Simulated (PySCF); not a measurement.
# NEVPT2(14,10)/STO-3G run of SiH2F− (SMILES F[SiH2-])

What is the energy change on altering one bond length of SiH2F− at NEVPT2(14,10)/STO-3G? 

The calculation is run with PySCF 2.14.0.

9 further runs of the same task are left out: 9 set aside as unsound or not needed.

## 1. The molecule

The species is SiH2F− (4 atoms), meant as a singlet with charge -1. SMILES: `F[SiH2-]`. The coordinates come from a GFN2-xTB relaxation.

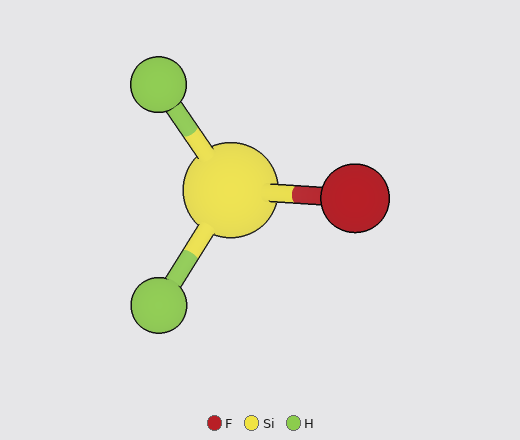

Viewed from a chosen angle; fluorine red, silicon yellow, hydrogen green.

## 2. The energy at NEVPT2(14,10)/STO-3G

Contents of run.py:

```python
# F[SiH2-]
import numpy
from pyscf import gto, scf, mp, mcscf, mrpt

molecule = gto.M(
    atom='F 1.224230 0.690850 -0.383870; Si -0.114010 -0.391590 -0.440070; H -1.185360 0.658330 -0.143280; H 0.075140 -0.957590 0.967210',
    max_memory=1860,
    spin=0,
    verbose=3,
    charge=-1,
    basis='sto-3g',
)

myscf = molecule.RHF()
myscf.conv_tol = 1e-10
myscf.kernel()
if not myscf.converged:
    myscf = myscf.newton().run(myscf.mo_coeff, myscf.mo_occ)

pt = mp.MP2(scf.addons.convert_to_uhf(myscf)).run()
noons, natorbs = mcscf.addons.make_natural_orbitals(pt)
print('natural occupations', numpy.round(noons[:40], 4))
cas = mcscf.CASSCF(myscf, 10, 14)
cas.fix_spin_(ss=0.0)
cas.natorb = True
cas.kernel(natorbs)
e_pt2 = mrpt.NEVPT(cas).kernel()
energy = cas.e_tot + e_pt2
print('E(%s) = %.9f' % ('NEVPT2', energy))
```

Launch:

```
OMP_NUM_THREADS=1 python run.py
```

Standard output:

```text
converged SCF energy = -384.588154820772
E(UMP2) = -384.635012106203  E_corr = -0.0468572854309985
E(SCS-UMP2) = -384.641858676181  E_corr = -0.0537038554082324
natural occupations [2.     2.     2.     1.9999 1.9998 1.9998 1.9997 1.9988 1.9982 1.9945
 1.9886 1.9884 1.9849 0.0185 0.0153 0.0138]
CASSCF energy = -384.651591263470
CASCI E = -384.651591263470  E(CI) = -44.2554855718769  S^2 = 0.0000000
Sr    (-1)',   E = -0.00000000000000
Si    (+1)',   E = -0.00074627546731
Sijrs (0)  ,   E = 0.00000000000000
Sijr  (+1) ,   E = -0.00000000000000
Srsi  (-1) ,   E = -0.00000000000000
Srs   (-2) ,   E = 0.00000000000000
Sij   (+2) ,   E = -0.00144773639981
Sir   (0)' ,   E = -0.00000000000000
Nevpt2 Energy = -0.002194011867117
E(NEVPT2) = -384.653785275
```

Run time: 11 s. Hardware: 1 thread of Arm Neoverse V2, shared host; peak memory 0.16 GiB.

## 3. The distorted shape, same level

Contents of start.xyz:

```xyz
4

F      2.081299    -0.149075    -0.621299
Si     0.743059    -1.231515    -0.677499
H     -1.185360     0.658330    -0.143280
H      0.932209    -1.797515     0.729781
```

Contents of job.py:

```python
import numpy
from pyscf import gto, scf, mp, mcscf, mrpt

system = gto.M(
    atom='start.xyz',
    max_memory=1860,
    basis='sto-3g',
    verbose=3,
    charge=-1,
)

calc0 = system.RHF()
calc0.conv_tol = 1e-10
calc0.kernel()
if not calc0.converged:
    calc0 = calc0.newton().run(calc0.mo_coeff, calc0.mo_occ)

pt = mp.MP2(scf.addons.convert_to_uhf(calc0)).run()
noons, natorbs = mcscf.addons.make_natural_orbitals(pt)
print('natural occupations', numpy.round(noons[:40], 4))
cas = mcscf.CASSCF(calc0, 10, 14)
cas.fix_spin_(ss=0.0)
cas.natorb = True
cas.kernel(natorbs)
e_pt2 = mrpt.NEVPT(cas).kernel()
etot = cas.e_tot + e_pt2
print('Final energy', etot)
```

Launch:

```
OMP_NUM_THREADS=1 python job.py
```

Standard output:

```text
converged SCF energy = -384.416694608865
E(UMP2) = -384.487730914924  E_corr = -0.0710363060590573
E(SCS-UMP2) = -384.496832427271  E_corr = -0.0801378184066442
natural occupations [2.     2.     2.     1.9999 1.9998 1.9998 1.9996 1.9983 1.9937 1.9912
 1.986  1.9795 1.9312 0.0814 0.0232 0.0164]
CASSCF energy = -384.516887025566
CASCI E = -384.516887025566  E(CI) = -41.5871597165262  S^2 = 0.0000000
Sr    (-1)',   E = -0.00000000000000
Si    (+1)',   E = -0.00028649557303
Sijrs (0)  ,   E = 0.00000000000000
Sijr  (+1) ,   E = -0.00000000000000
Srsi  (-1) ,   E = -0.00000000000000
Srs   (-2) ,   E = 0.00000000000000
Sij   (+2) ,   E = -0.00164962456261
Sir   (0)' ,   E = -0.00000000000000
Nevpt2 Energy = -0.001936120135643
Final energy -384.51882314570156
```

It took 9.3 s on 1 thread of Arm Neoverse V2, shared host; peak memory 0.16 GiB.

## 4. What came out

At NEVPT2(14,10)/STO-3G:

```
                                                              quantity          value
                                             first shape: total energy  -384.65379 Eh
                      first shape: HOMO energy (Hartree–Fock orbitals)        3.37 eV
                      first shape: LUMO energy (Hartree–Fock orbitals)       21.60 eV
    first shape: HOMO–LUMO gap (to an unbound level, set by the basis)       18.23 eV
                                         distorted shape: total energy  -384.51882 Eh
                  distorted shape: HOMO energy (Hartree–Fock orbitals)        3.91 eV
                  distorted shape: LUMO energy (Hartree–Fock orbitals)       13.23 eV
distorted shape: HOMO–LUMO gap (to an unbound level, set by the basis)        9.32 eV
    energy change with the Si2–H3 bond stretched from 1.529 to 2.752 Å       3.673 eV
```

With the Si2–H3 bond stretched from 1.529 to 2.752 Å the energy rises by 3.67 eV (354 kJ/mol). The first shape isn't relaxed at this level, so the change isn't measured from a minimum. The minimal basis adds a large error of its own. Mulliken charges (first shape) of the mean-field density run from -0.45 on F1 to +0.16 on Si2; they depend strongly on the basis. The HOMO (first shape) lies at positive energy, 3.37 eV: the electron is unbound at this level or held by a compact basis; values depend on the basis. Mulliken charges (distorted shape) of the mean-field density run from -0.63 on H3 to +0.34 on Si2. The HOMO (distorted shape) lies at positive energy, 3.91 eV: the electron is unbound at this level or held by a compact basis; values depend on the basis.
